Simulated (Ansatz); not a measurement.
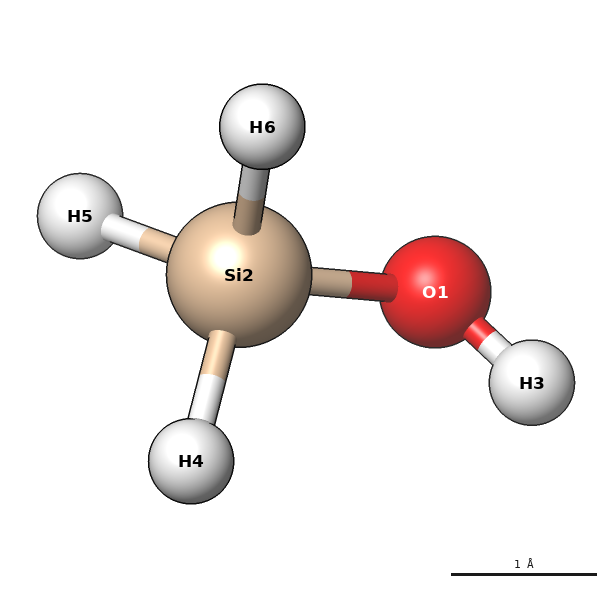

Figure made from data computed with Ansatz.

Geometry: relaxed with PBE0-D4/def2-TZVP with one coordinate held away from its value at the minimum.

> What is the geometry at O1?

O1 has 2 neighbours (Si2 at 1.65, H3 at 0.96 Å); the arrangement is bent.

> What is the geometry at Si2?

Si2 has 4 neighbours (O1 at 1.65, H4 at 1.49, H5 at 1.48, H6 at 1.49 Å); the arrangement is tetrahedral.
